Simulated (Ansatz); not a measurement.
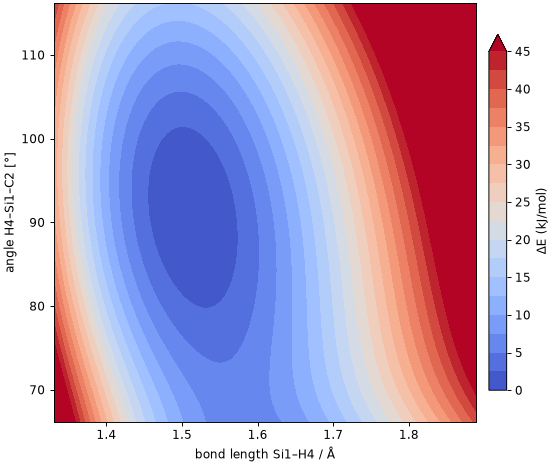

Energy landscape of CH₂BrSi, SMILES [SiH+]=CBr, charge +1. The first coordinate is: bond length Si1–H4; the second: angle H4–Si1–C2. Nothing is relaxed (all other coordinates rigid). Grid: 15 × 15 points. Energies: kJ/mol, counted from the relaxed molecule at the same level. The calculation used Ansatz, RKS B3LYP-D4/def2-TZVP.

The picture shows filled contours, one colour for all values above the top of the scale. Between grid points the surface is interpolated. 

Summarise what can be read from the map.

Answer. The lowest grid point is at bond length Si1–H4 = 1.530 Å, angle H4–Si1–C2 = 91.2°, 0.26 kJ/mol from the relaxed molecule at the same level. It is the only kind of minimum in the scanned range. The highest grid point, bond length Si1–H4 = 1.889 Å, angle H4–Si1–C2 = 116.2°, lies 84.5 kJ/mol above the lowest. Round the minimum the valley is somewhat tilted: raising bond length Si1–H4 shifts the best value of angle H4–Si1–C2 downwards (coupling k₁₂/√(k₁₁k₂₂) about 0.2).

Time for the 225 points that were run: 19 min on 1 thread of Arm Neoverse V2, on a shared host.
